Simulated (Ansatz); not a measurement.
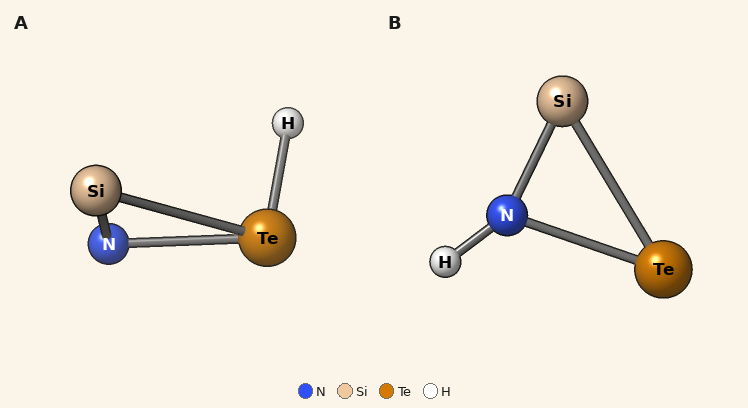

2 stationary structures of one formula. Geometries: PBE0-D4/def2-TZVP. Electronic energies: PBE-D4/def2-TZVPP (Ansatz 0.2.0), without zero-point energy. No frequency run is at hand to confirm each as a minimum.

**Which is lowest in energy, and by how much?**

B is lowest (Cs); A lies 0.949 eV above it (C1).

Give E(B) − E(A) in eV at these levels too: ωB97M-V/def2-TZVPP; RHF-CCSD(T) (frozen core)/def2-TZVPP; B3LYP-D4/def2-TZVPP; r2SCAN-D4/def2-TZVPP; PBE-D4/def2-TZVPP; PBE0-D4/def2-TZVPP; PBE0-D4/def2-TZVP.

```tsv
level	E(B) − E(A) (eV)
ωB97M-V/def2-TZVPP	−1.056
RHF-CCSD(T) (frozen core)/def2-TZVPP	−0.935
B3LYP-D4/def2-TZVPP	−1.028
r2SCAN-D4/def2-TZVPP	−0.977
PBE-D4/def2-TZVPP	−0.949
PBE0-D4/def2-TZVPP	−1.058
PBE0-D4/def2-TZVP	−1.041
```
